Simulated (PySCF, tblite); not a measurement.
# C5H10B2Si: geometry, infrared bands and NMR shifts

Wanted: the infrared bands and NMR shifts of C5H10B2Si (`B[SiH2]CB(C#C)C=C`), by calculation.

Programs: tblite 0.8.0 and PySCF 2.14.0, with density-fitted response routines of our own. Each step states its level of theory. These are calculated values for one molecule in the gas phase, unless marked as measured. Atoms are numbered from 0 throughout.

## (1) The molecule as given

18 atoms, charge 0, multiplicity 1; geometry from: force field or distance geometry start.

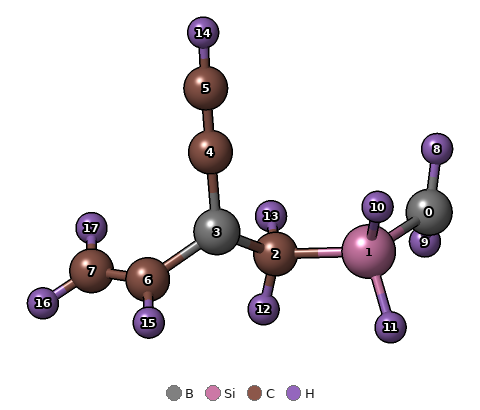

The starting geometry (boron grey, silicon pink, carbon brown, hydrogen purple), atoms numbered; sticks join atoms by distance.

## (2) Geometry optimisation with GFN2-xTB

The job: settings as JSON, then the geometry in Å.

```
{"job": {"kind": "relax", "xc": "GFN2-xTB", "basis": "xTB"}, "charge": 0, "multiplicity": 1}
B      3.238300     0.999700     0.461700
Si     1.772600    -0.202400     0.913500
C      0.681300    -0.317100    -0.559100
B     -0.872100    -0.338500    -0.200800
C     -1.537800     0.958900     0.271200
C     -2.057200     2.006500     0.639300
C     -1.744700    -1.374700    -0.974500
C     -2.248500    -1.162800    -2.161200
H      3.056600     2.137900     0.728100
H      3.832900     0.729300    -0.509500
H      1.097200     0.312800     2.106800
H      2.310300    -1.568100     1.176400
H      0.928100    -1.241200    -1.112400
H      0.877200     0.560600    -1.219600
H     -2.489900     2.920200     0.982400
H     -1.925500    -2.331900    -0.435600
H     -2.860600    -1.867300    -2.715200
H     -2.067000    -0.215600    -2.667800
```

Started as:

```sh
> OMP_NUM_THREADS=1 python probes_run.py task.json out
```

One launch serves the whole session: the jobs run in the order shown.

Output:

```text
step      E/eV     max force
  0    -539.29239    2.570
  1    -539.45631    3.338
  2    -539.55665    2.830
  3    -539.64563    1.355
  4    -539.69836    0.524
  5    -539.74315    0.512
  6    -539.75941    0.344
  7    -539.77286    0.313
  8    -539.78463    0.300
  9    -539.79457    0.232
 10    -539.80115    0.191
 11    -539.80541    0.203
 12    -539.80893    0.210
 13    -539.81233    0.196
 14    -539.81510    0.135
 15    -539.81694    0.110
 16    -539.81846    0.095
 17    -539.82055    0.127
 18    -539.82366    0.167
 19    -539.82764    0.184
 20    -539.83204    0.182
 21    -539.83699    0.170
 22    -539.84288    0.233
 23    -539.84988    0.292
 24    -539.85638    0.259
 25    -539.86036    0.143
 26    -539.86295    0.117
 27    -539.86532    0.140
 28    -539.86736    0.133
 29    -539.86905    0.106
 30    -539.87047    0.091
 31    -539.87186    0.126
 32    -539.87336    0.126
 33    -539.87512    0.154
 34    -539.87712    0.143
 35    -539.87957    0.137
 36    -539.88218    0.145
 37    -539.88546    0.157
 38    -539.88979    0.187
 39    -539.89434    0.212
 40    -539.89779    0.141
 41    -539.89994    0.112
 42    -539.90167    0.108
 43    -539.90395    0.160
 44    -539.90632    0.150
 45    -539.90794    0.115
 46    -539.90870    0.096
 47    -539.90951    0.075
 48    -539.91052    0.070
 49    -539.91285    0.071
 50    -539.91420    0.080
 51    -539.91547    0.077
 52    -539.91676    0.076
 53    -539.91885    0.096
 54    -539.92099    0.095
 55    -539.92272    0.085
 56    -539.92398    0.089
 57    -539.92536    0.103
 58    -539.92721    0.102
 59    -539.92915    0.092
 60    -539.93052    0.092
 61    -539.93144    0.073
 62    -539.93242    0.070
 63    -539.93398    0.104
 64    -539.93626    0.135
 65    -539.93953    0.155
 66    -539.94264    0.177
 67    -539.94608    0.163
 68    -539.94874    0.159
 69    -539.95119    0.116
 70    -539.95289    0.104
 71    -539.95491    0.102
 72    -539.95692    0.131
 73    -539.96021    0.172
 74    -539.96325    0.155
 75    -539.96635    0.134
 76    -539.96937    0.130
 77    -539.97151    0.171
 78    -539.97388    0.126
 79    -539.97533    0.100
 80    -539.97665    0.090
 81    -539.97799    0.097
 82    -539.97999    0.121
 83    -539.98170    0.090
 84    -539.98298    0.079
 85    -539.98382    0.073
 86    -539.98459    0.081
 87    -539.98561    0.090
 88    -539.98748    0.091
 89    -539.98918    0.074
 90    -539.99041    0.090
 91    -539.99136    0.092
 92    -539.99247    0.101
 93    -539.99412    0.102
 94    -539.99634    0.095
 95    -539.99893    0.127
 96    -539.99941    0.207
 97    -540.00388    0.137
 98    -540.00654    0.130
 99    -540.01123    0.111
100    -540.01372    0.149
101    -540.01712    0.153
102    -540.01991    0.200
103    -540.02256    0.180
104    -540.02424    0.148
105    -540.02563    0.331
106    -540.02729    0.135
107    -540.02874    0.096
108    -540.02967    0.121
109    -540.03048    0.077
110    -540.03106    0.125
111    -540.03167    0.083
112    -540.03252    0.112
113    -540.03400    0.088
114    -540.03505    0.110
115    -540.03613    0.081
116    -540.03705    0.072
117    -540.03764    0.062
118    -540.03794    0.051
119    -540.03818    0.045
120    -540.03855    0.047
121    -540.03914    0.070
122    -540.03989    0.081
123    -540.04064    0.064
124    -540.04131    0.060
125    -540.04197    0.057
126    -540.04273    0.063
127    -540.04343    0.069
128    -540.04379    0.085
129    -540.04426    0.072
130    -540.04464    0.080
131    -540.04527    0.057
132    -540.04579    0.062
133    -540.04634    0.046
134    -540.04670    0.040
135    -540.04699    0.040
136    -540.04728    0.073
137    -540.04760    0.066
138    -540.04800    0.053
139    -540.04859    0.051
140    -540.04893    0.057
141    -540.04942    0.049
142    -540.04974    0.049
143    -540.05008    0.036
144    -540.05043    0.042
145    -540.05092    0.047
146    -540.05147    0.060
147    -540.05203    0.055
148    -540.05256    0.061
149    -540.05312    0.050
150    -540.05368    0.038
151    -540.05401    0.035
152    -540.05433    0.033
153    -540.05452    0.037
154    -540.05467    0.030
155    -540.05480    0.026
156    -540.05492    0.032
157    -540.05499    0.017
158    -540.05504    0.017
159    -540.05510    0.017
160    -540.05516    0.017
161    -540.05524    0.019
162    -540.05531    0.018
163    -540.05538    0.021
164    -540.05545    0.021
165    -540.05551    0.017
166    -540.05558    0.020
167    -540.05567    0.020
168    -540.05576    0.026
169    -540.05584    0.026
170    -540.05591    0.020
171    -540.05596    0.018
172    -540.05603    0.029
173    -540.05613    0.038
174    -540.05630    0.045
175    -540.05656    0.047
176    -540.05691    0.041
177    -540.05726    0.039
178    -540.05752    0.025
179    -540.05769    0.025
180    -540.05782    0.026
181    -540.05794    0.028
182    -540.05803    0.022
183    -540.05807    0.014
184    -540.05809    0.016
185    -540.05811    0.008
```

It took 2.5 s on 1 thread of Arm Neoverse N1, shared host.

Step by step: (not every step is listed)

```csv
step,energy from step 0 (eV),largest force (eV/Å)
0,0.0000,2.5704
1,-0.1639,3.3379
2,-0.2643,2.8296
3,-0.3532,1.3550
4,-0.4060,0.5235
5,-0.4508,0.5123
6,-0.4670,0.3438
7,-0.4805,0.3126
8,-0.4922,0.3001
25,-0.5680,0.1429
42,-0.6093,0.1083
59,-0.6368,0.0924
76,-0.6770,0.1299
93,-0.7017,0.1023
110,-0.7387,0.1248
127,-0.7510,0.0694
144,-0.7580,0.0420
161,-0.7629,0.0193
178,-0.7651,0.0249
180,-0.7654,0.0260
181,-0.7656,0.0280
182,-0.7656,0.0225
183,-0.7657,0.0137
184,-0.7657,0.0156
185,-0.7657,0.0083
```

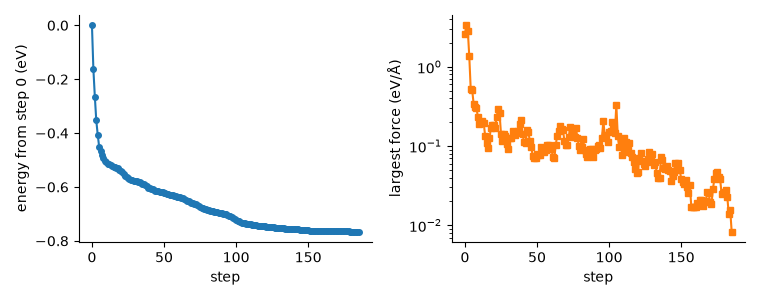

Energy and force, step by step.

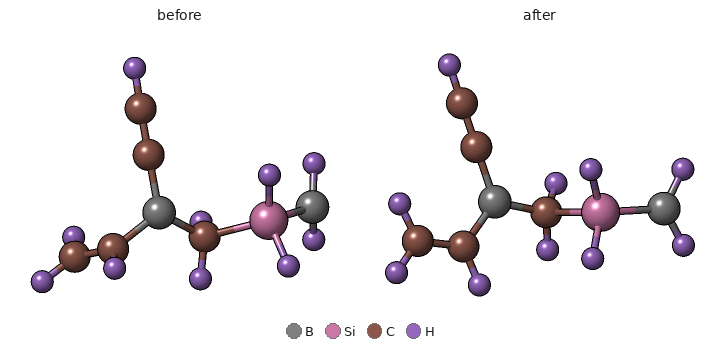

Before and after, at one scale.

Distances of close pairs at the start and the end, largest changes first:

```
  bond  before (Å)  after (Å)  change (Å)
Si1–C2       1.836      1.941      +0.104
 C2–B3       1.594      1.556      -0.038
C6–H15       1.113      1.086      -0.027
C2–H13       1.116      1.090      -0.026
 C6–C7       1.307      1.331      +0.025
 B3–C4       1.533      1.511      -0.022
 C4–C5       1.226      1.205      -0.021
C5–H14       1.068      1.052      -0.015
```

The final coordinates are the input of the step that follows.

## (3) Infrared spectrum with GFN2-xTB

The job: settings as JSON, then the geometry in Å.

```
{"job": {"kind": "ir", "xc": "GFN2-xTB", "basis": "xTB"}, "charge": 0, "multiplicity": 1}
B      3.384601     0.496337     0.851281
Si     1.583204    -0.254756     0.797137
C      0.843353     0.375492    -0.882618
B     -0.691138     0.120119    -0.849140
C     -1.607444     1.203526    -0.330185
C     -2.322165     2.085589     0.074032
C     -1.280329    -1.247179    -1.300303
C     -2.581935    -1.517425    -1.372021
H      3.600889     1.532204     1.351461
H      4.291614    -0.031688     0.333785
H      0.663243     0.149366     1.879602
H      1.463847    -1.728467     0.776479
H      1.360550    -0.171556    -1.670813
H      1.110584     1.428085    -0.977256
H     -2.949196     2.852350     0.429783
H     -0.590455    -2.036257    -1.584895
H     -2.967916    -2.473377    -1.694859
H     -3.320066    -0.776046    -1.107888
```

Output:

```text
mode    cm-1     km/mol
  1      27.3      0.49
  2      43.9      0.23
  3      59.1      0.21
  4      96.4      0.69
  5      99.9      0.10
  6     112.7      0.08
  7     128.0      0.64
  8     211.0      0.25
  9     220.4      0.30
 10     349.1      0.08
 11     395.3      2.00
 12     413.3     37.87
 13     488.8      6.37
 14     553.7      1.53
 15     587.1      3.78
 16     625.8    131.80
 17     665.0     30.86
 18     666.9     22.82
 19     683.2     16.28
 20     687.3     20.36
 21     699.7     28.78
 22     704.6     59.08
 23     754.1     33.07
 24     766.1     36.67
 25     846.0    236.89
 26     928.6     11.15
 27     968.0     42.76
 28    1015.5      0.99
 29    1038.7      9.17
 30    1085.2    254.90
 31    1130.0    221.53
 32    1190.2     37.23
 33    1202.2     86.89
 34    1302.0     12.62
 35    1414.4      7.79
 36    1466.3      1.34
 37    1646.1     49.16
 38    2137.5    466.37
 39    2165.6    211.62
 40    2199.3     35.04
 41    2640.4     84.69
 42    2668.2    113.53
 43    2976.0     49.15
 44    2983.6     33.43
 45    3012.9     67.19
 46    3067.6     54.68
 47    3097.9     45.87
 48    3354.0      4.03
```

It took 1.2 s on 1 thread of Arm Neoverse N1, shared host.

The strongest bands and the atoms that carry them (share of the mass-weighted mode):

| cm⁻¹ | km/mol | atoms |
| --- | --- | --- |
| 626 | 131.8 | H11 14 %, C6 12 %, C2 11 %, H10 11 % |
| 846 | 236.9 | H11 48 %, H10 47 % |
| 1085 | 254.9 | H13 45 %, H12 27 %, C2 23 % |
| 1130 | 221.5 | B3 64 %, C2 13 %, H13 11 % |
| 1202 | 86.9 | B3 61 %, C6 10 % |
| 2138 | 466.4 | H11 73 %, H10 23 % |
| 2166 | 211.6 | H10 74 %, H11 24 % |
| 2668 | 113.5 | H9 48 %, H8 41 %, B0 11 % |

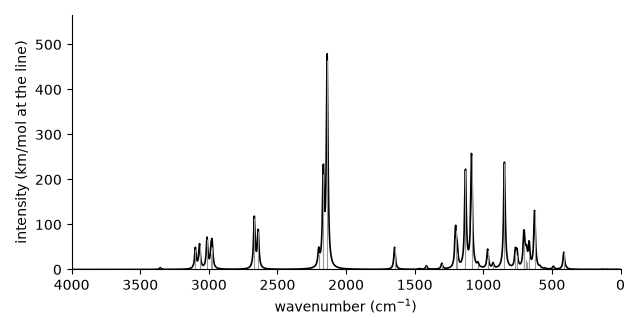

The infrared spectrum from these modes, unscaled. Lines are broadened to a width of 14 cm⁻¹ (Lorentzian).

## (4) Nuclear shieldings: PBE0/pcSseg-1

Settings changed since step 3:

```diff
@@ -1,2 +1,2 @@
-{"job": {"kind": "ir", "xc": "GFN2-xTB", "basis": "xTB"}, "charge": 0, "multiplicity": 1}
+{"job": {"kind": "nmr", "xc": "PBE0", "basis": "pcSseg-1"}, "charge": 0, "multiplicity": 1}
 B      3.384601     0.496337     0.851281
```

Level: GIAO PBE0/pcSseg-1 NMR shielding, non-relativistic, gas phase.

Output:

```text
coarse grid: 15432 points
cycle   1  E = -535.0326203054  dE =  6.306e-01  |g| = 4.874e-01  |ddm| = 3.803e+00
cycle   2  E = -534.9899951344  dE =  4.263e-02  |g| = 6.196e-01  |ddm| = 1.107e+00
cycle   3  E = -535.0867228721  dE = -9.673e-02  |g| = 2.160e-01  |ddm| = 6.828e-01
cycle   4  E = -535.0989415734  dE = -1.222e-02  |g| = 3.445e-02  |ddm| = 1.660e-01
cycle   5  E = -535.0991707024  dE = -2.291e-04  |g| = 1.806e-02  |ddm| = 4.268e-02
cycle   6  E = -535.0992593163  dE = -8.861e-05  |g| = 3.714e-03  |ddm| = 1.818e-02
cycle   7  E = -535.0992628045  dE = -3.488e-06  |g| = 1.295e-03  |ddm| = 4.107e-03
final grid: 144104 points
cycle   8  E = -535.1444300173  dE = -3.772e-05  |g| = 7.376e-03  |ddm| = 3.316e-02
cycle   9  E = -535.1444263468  dE =  3.670e-06  |g| = 8.306e-03  |ddm| = 1.326e-02
cycle  10  E = -535.1444441932  dE = -1.785e-05  |g| = 1.628e-03  |ddm| = 7.277e-03
cycle  11  E = -535.1444448358  dE = -6.426e-07  |g| = 4.781e-04  |ddm| = 1.352e-03
cycle  12  E = -535.1444448870  dE = -5.116e-08  |g| = 1.733e-04  |ddm| = 4.309e-04
cycle  13  E = -535.1444448943  dE = -7.374e-09  |g| = 5.174e-05  |ddm| = 1.550e-04
cycle  14  E = -535.1444448950  dE = -6.635e-10  |g| = 1.366e-05  |ddm| = 5.174e-05
converged SCF energy = -535.1444448950

GIAO shielding tensors (ppm)
atom      isotropic    diamagn.    paramagn.     s11        s22        s33       span
  0 B      -13.490     198.367    -211.857   -136.708    -55.581    151.818    288.526
  1 Si     431.256     881.812    -450.556    406.694    437.821    449.253     42.559
  2 C      174.859     259.137     -84.278    152.839    176.264    195.474     42.635
  3 B       44.712     191.623    -146.912    -21.885     37.648    118.372    140.257
  4 C       89.963     257.074    -167.112    -18.466     -6.966    295.320    313.787
  5 C       67.857     263.009    -195.152      8.169     19.746    175.656    167.487
  6 C       36.226     257.718    -221.492    -86.861     23.230    172.308    259.170
  7 C       33.901     252.267    -218.366    -85.423     24.472    162.654    248.078
  8 H       21.138      29.651      -8.513      8.164     26.521     28.728     20.564
  9 H       21.165      29.372      -8.207      8.241     26.534     28.720     20.479
 10 H       27.672      30.369      -2.698     24.557     26.489     31.969      7.413
 11 H       27.657      30.395      -2.737     24.635     25.671     32.665      8.030
 12 H       30.694      32.542      -1.849     27.078     27.867     37.136     10.058
 13 H       30.699      32.839      -2.140     26.982     28.999     36.116      9.134
 14 H       28.076      34.360      -6.284     24.449     25.342     34.437      9.988
 15 H       24.646      32.246      -7.600     20.462     24.305     29.171      8.709
 16 H       24.958      27.654      -2.696     22.464     24.594     27.815      5.351
 17 H       24.747      30.333      -5.586     21.606     23.806     28.829      7.222
```

Wall time 69 s (1 thread of Arm Neoverse N1, shared host); peak memory 0.9 GiB.

The references, computed at this level on geometries of the same kind, shield at (ppm): 1H TMS 31.72, 13C TMS 186.9, 29Si TMS 349.2, 11B BF3·OEt2 100.1. Their shielding less the atom's gives the shift. The references are single molecules in the gas phase. Atoms listed in one row are averaged.

```csv
atoms,environment,σ (ppm),δ (ppm),δ scaled to CDCl3
C7,terminal =CH2 carbon,33.9,153.0,147.4
C6,alkene CH,36.2,150.7,145.2
C5,terminal alkyne carbon,67.9,119.1,114.3
C4,alkyne carbon,90.0,97.0,92.7
C2,sp3 CH2 bonded to B and Si,174.9,12.1,9.9
"H8, H9",hydrogen on a boron bonded to Si,21.15,10.57,–
H15,hydrogen on an alkene CH,24.65,7.07,6.77
H17,hydrogen on a terminal =CH2 carbon,24.75,6.97,6.68
H16,hydrogen on a terminal =CH2 carbon,24.96,6.76,6.48
"H10, H11","hydrogen on a silicon bonded to C, B",27.66,4.05,–
H14,hydrogen on a terminal alkyne carbon,28.08,3.64,3.54
"H12, H13",hydrogen on an sp3 CH2 bonded to B and Si,30.70,1.02,1.07
B0,"boron bonded to Si, 2 H",-13.5,113.6,–
B3,boron bonded to 3 C,44.7,55.4,–
Si1,"silicon bonded to C, B, 2 H",431.3,-82.1,–
```

The scaled column applies a straight-line fit of computed shieldings to shifts measured in CDCl3 (root-mean-square error 0.16 ppm for H, 1.9 ppm for C).

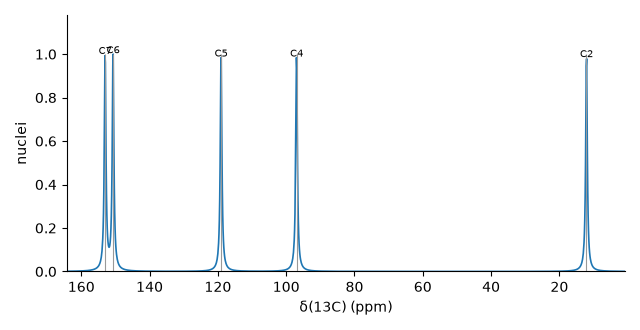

13C lines at the computed shifts, without couplings. Lines are broadened to a width of 0.56 ppm (Lorentzian).

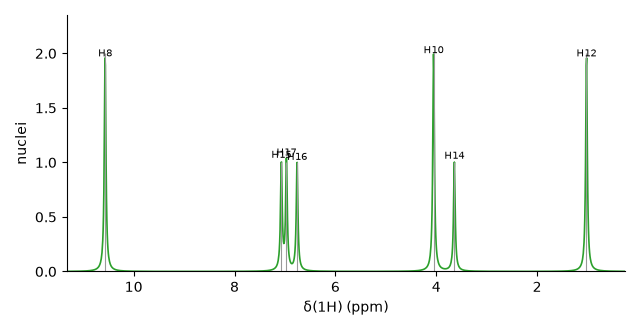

1H lines at the computed shifts, without couplings. Lines are broadened to a width of 0.04 ppm (Lorentzian).

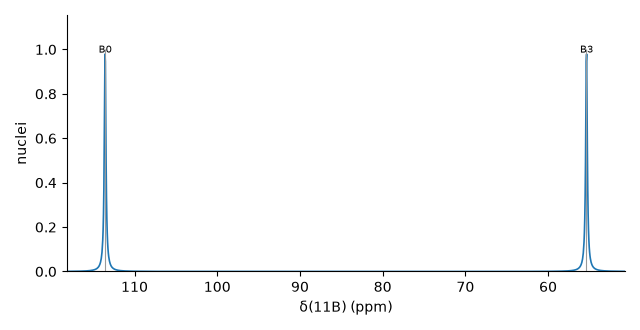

11B lines at the computed shifts, without couplings. Lines are broadened to a width of 0.23 ppm (Lorentzian).

The run also stored atomic charges by several schemes (e):

```
atoms  Mulliken    IAO  Hirshfeld  ESP fit
   B0     -0.17  -0.21       0.09     0.30
  Si1      0.43   0.61       0.27     0.24
   C2     -0.74  -0.62      -0.21    -0.63
   B3      0.57   0.21       0.16     0.42
   C4     -0.02  -0.12      -0.11    -0.11
   C5     -0.27  -0.20      -0.08    -0.37
   C6     -0.41  -0.26      -0.11    -0.25
   C7     -0.11  -0.23      -0.06    -0.29
```

Mulliken charges:

B0 -0.17; Si1 0.43; C2 -0.74; B3 0.57; C4 -0.02; C5 -0.27; C6 -0.41; C7 -0.11; H8 0.05; H9 0.05; H10 -0.05; H11 -0.05; H12 0.16; H13 0.16; H14 0.06; H15 0.11; H16 0.12; H17 0.13

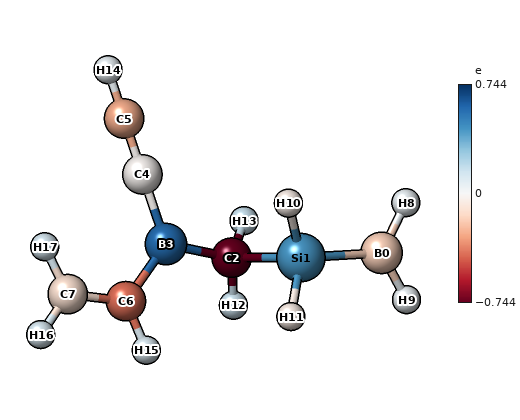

Mulliken charges, as colours on the atoms.

Mayer bond orders: B0–Si1 0.98, Si1–C2 0.83, C2–B3 1.04, B3–C4 0.99, C4–C5 2.50, B3–C6 0.98, C6–C7 1.94.

The fields below are evaluated on a grid from the run's orbitals.

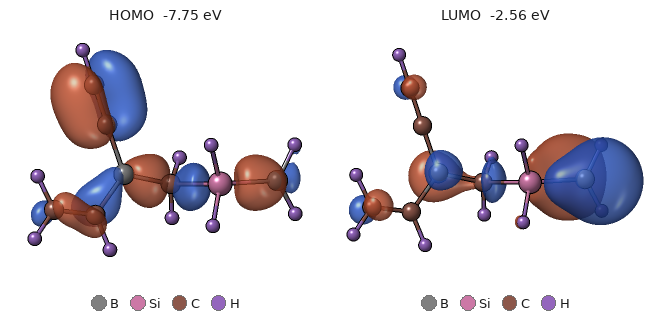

PBE0/pcSseg-1 orbitals near the gap, drawn at the value that encloses 70 % of each; the two colours are the two signs.

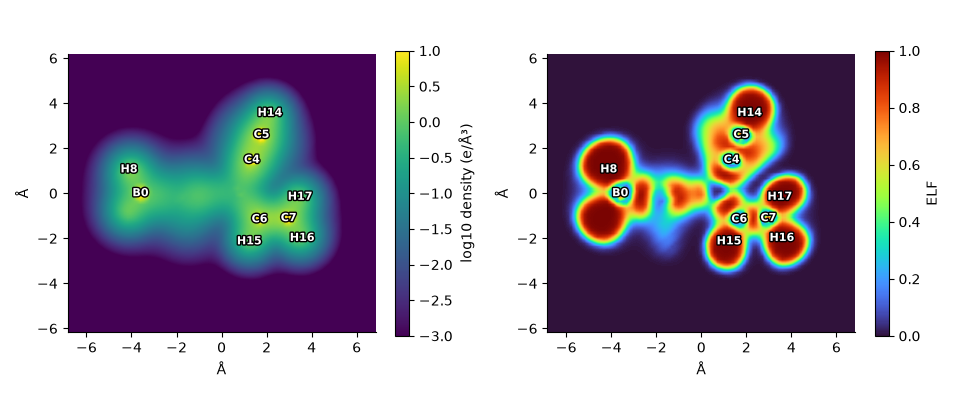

Density (left) and ELF (right) in a plane through or near 10 of the atoms.

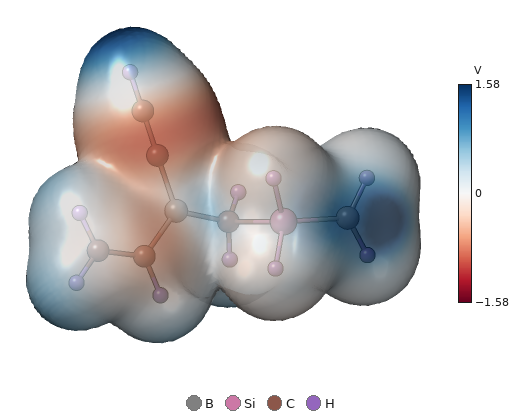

The potential that a unit positive charge feels on the 0.002 e/bohr³ surface, from -0.82 V near C4 to 1.58 V near B0.

## (5) What came out

```
                                                              quantity                                          value
                             strongest single infrared mode (GFN2-xTB)                          2138 cm⁻¹, 466 km/mol
                                          zero-point energy (GFN2-xTB)                                  79.4 kcal/mol
                                13C shifts against TMS (PBE0/pcSseg-1)            153.0, 150.7, 119.1, 97.0, 12.1 ppm
1H shifts against TMS (PBE0/pcSseg-1, means over atoms taken as alike)  10.57, 7.07, 6.97, 6.76, 4.05, 3.64, 1.02 ppm
                           11B shifts against BF3·OEt2 (PBE0/pcSseg-1)                                113.6, 55.4 ppm
                               29Si shifts against TMS (PBE0/pcSseg-1)                                      -82.1 ppm
                                 surface potential, least and greatest                             -0.82 V and 1.58 V
```

In words: Relaxing lowered the energy by 0.766 eV in 185 steps; the close pair that moved most is Si1–C2, from 1.836 to 1.941 Å. No mode is imaginary among the 48: a minimum at this level. The strongest single mode, at 2138 cm⁻¹, moves mainly H11. Unscaled tight-binding wavenumbers are off by several per cent, some by more. Its intensities can rank the bands wrongly. C7 (terminal =CH2 carbon) lies farthest downfield among carbon, at 153.0 ppm; an sp2 carbon of a C=C bond. At PBE0/pcSseg-1: The widest tensor belongs to C4: span 314 ppm, with a paramagnetic part of -167 ppm. By nearest atom (PBE0/pcSseg-1), the HOMO sits on C5 27 %; C4 20 % and the LUMO on B0 47 %; H8, H9 about 11 % each.
